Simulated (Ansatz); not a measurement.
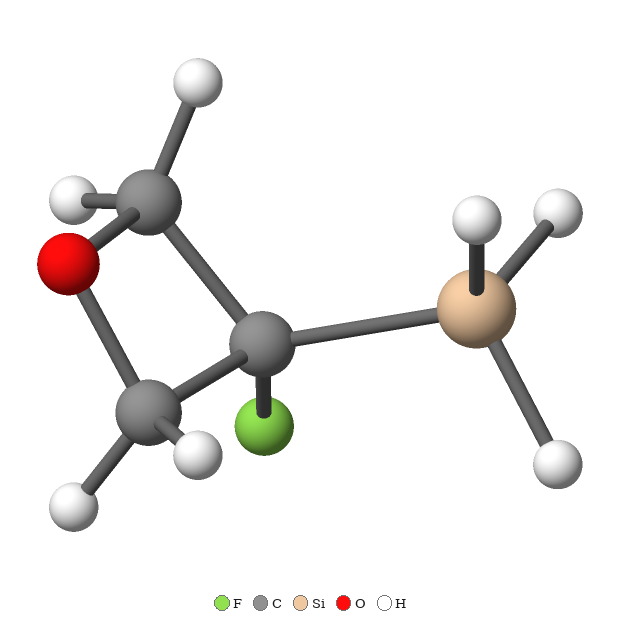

Source: calculation with Ansatz.

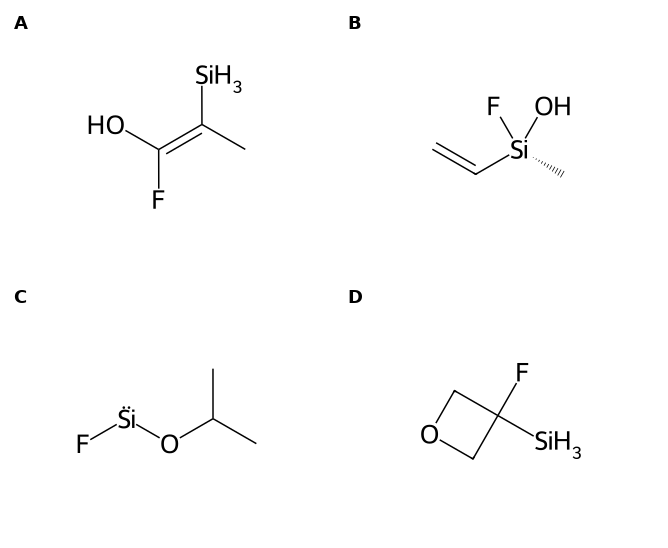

The first picture shows one of the molecules drawn in the second. Which?

Answer. D, `FC1([SiH3])COC1`.
